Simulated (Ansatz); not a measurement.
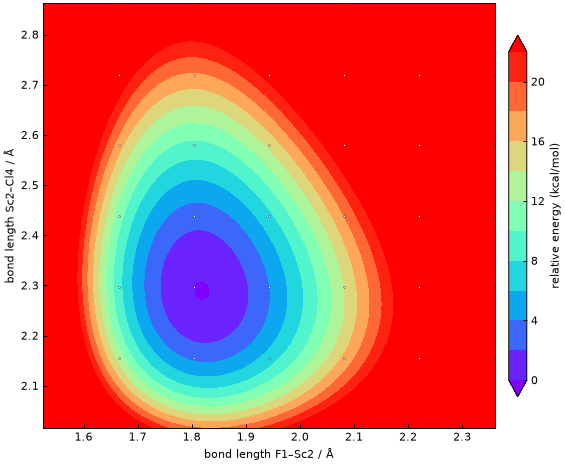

Cl₂FSc, SMILES [F][Sc]([Cl])[Cl]. The first coordinate is: bond length F1–Sc2; the second: bond length Sc2–Cl4. Nothing is relaxed (all other coordinates rigid). Grid: 7 × 7 points. Points are written as (first, second). Energies: kcal/mol, counted from the lowest grid point. Theory: RKS BHLYP-D4/def2-TZVP (Ansatz 0.2.0).

In the figure: filled contours, dots at the grid points, one colour for all values above the top of the scale. Between grid points the surface is interpolated.

Estimate the position of the minimum and the force constants in these coordinates.

The interpolated minimum is at bond length F1–Sc2 ≈ 1.815 Å, bond length Sc2–Cl4 ≈ 2.288 Å. The curvatures there are about 25 eV/Å² and 14 eV/Å², with a cross term of about 1 eV/Å². Round the minimum the two coordinates are weakly coupled (coupling 0.08 in units of the two stiffnesses). (1 eV is 23.1 kcal/mol.)
